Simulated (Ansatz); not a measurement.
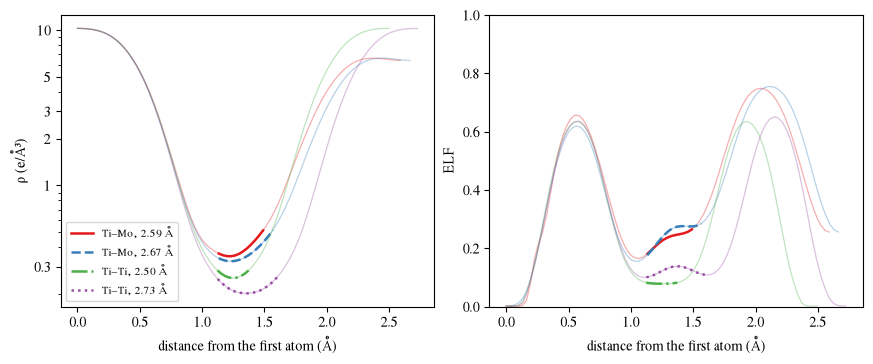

The picture shows: Ti₆Mo. Valence pseudo-density and ELF along straight lines between neighbouring atoms. Thin, pale parts lie inside the atomic spheres.

Space group Cmcm; a generated structure, not necessarily the stable one; computed without spin polarisation.

These are results of Ansatz 0.2.0, DFT PBE, scalar-relativistic, plane waves, PAW, not measurements.

The density is the valence pseudo-density of a PAW calculation; it isn't the true density close to the nuclei.

```
Ti Mo
1.0
     8.25106    0.00000    0.00000
     0.00000    6.81905    0.00000
     0.00000    0.00000    8.69357
Ti Mo
24 4
Direct
  0.31379 0.81351 0.75000
  0.81379 0.31351 0.75000
  0.18621 0.68649 0.25000
  0.68621 0.18649 0.25000
  0.18621 0.31351 0.75000
  0.68621 0.81351 0.75000
  0.31379 0.18649 0.25000
  0.81379 0.68649 0.25000
  0.18699 0.00000 0.50000
  0.68699 0.50000 0.50000
  0.18699 0.00000 0.00000
  0.68699 0.50000 0.00000
  0.31301 0.50000 0.50000
  0.81301 0.00000 0.50000
  0.31301 0.50000 0.00000
  0.81301 0.00000 0.00000
  0.00000 0.33213 0.44283
  0.50000 0.83213 0.44283
  0.00000 0.33213 0.05717
  0.50000 0.83213 0.05717
  0.00000 0.66787 0.94283
  0.50000 0.16787 0.94283
  0.00000 0.66787 0.55717
  0.50000 0.16787 0.55717
  0.00000 0.00776 0.75000
  0.50000 0.50776 0.75000
  0.00000 0.99224 0.25000
  0.50000 0.49224 0.25000
```

Compare the contacts.

Ti–Mo (2.59 Å): ρ at the midpoint is about 0.36 e/Å³; the ELF is about 0.25 at the midpoint (no shared electron pair shows on this line).
Ti–Mo (2.67 Å): the density is about 0.34 e/Å³ at the midpoint; the ELF is about 0.25 at the midpoint; no shared electron pair shows on this line.
Ti–Ti (2.50 Å): ρ is about 0.25 e/Å³ halfway; the ELF is about 0.10 at the midpoint; no shared electron pair shows on this line.
Ti–Ti (2.73 Å): ρ at the midpoint is about 0.2 e/Å³; the ELF is about 0.15 at the midpoint (no shared electron pair shows on this line).
